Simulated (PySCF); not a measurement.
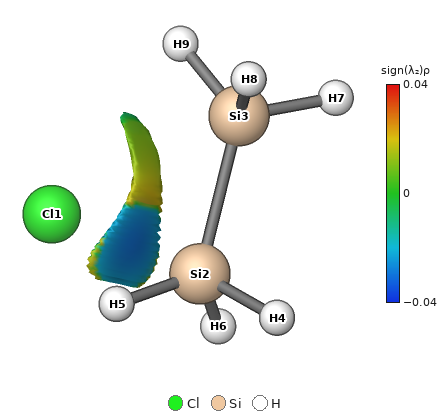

Figure. ClH$_{6}$Si$_{2}$, charge −1, SMILES `[Cl-].[SiH3][SiH3]`. Non-covalent interaction surfaces between the fragments (reduced density gradient s = 0.4, coloured by sign(λ₂)ρ in a.u.; trimmed to the region between the fragments where ρ is under 0.06 a.u.). Fragment A: Cl(−1) (atom 1); fragment B: Si2H6.

Level of theory: BP86/def2-SVPD (PySCF), at a geometry from GFN2-xTB. GFN2-xTB bond lengths at metals and heavier atoms can be off by up to 0.1 Å and shapes distorted, which carries into these values.

> Which interactions hold the two fragments together?

Bond critical points between the fragments: Cl1···Si2, 2.77 Å, ρ = 0.030 a.u. It appears blue (attractive, sign(λ₂)ρ well below zero). The pose is a local one from a semi-empirical search, not shown to be the most stable. With a charged fragment, long-range electrostatics, which these surfaces don't show, weighs heavily in the interaction energy.

> How strongly are they bound?

The counterpoise-corrected interaction energy of the frozen fragments is −13.3 kcal/mol without dispersion correction and −16.4 kcal/mol with D3(BJ). The pair geometry is semi-empirical, not a minimum at this level.

Run time: 89 s on 1 thread of Intel(R) Xeon(R) Processor @ 2.50GHz (Skylake/Cascade Lake), with other jobs on the host, peak memory 0.47 GiB.
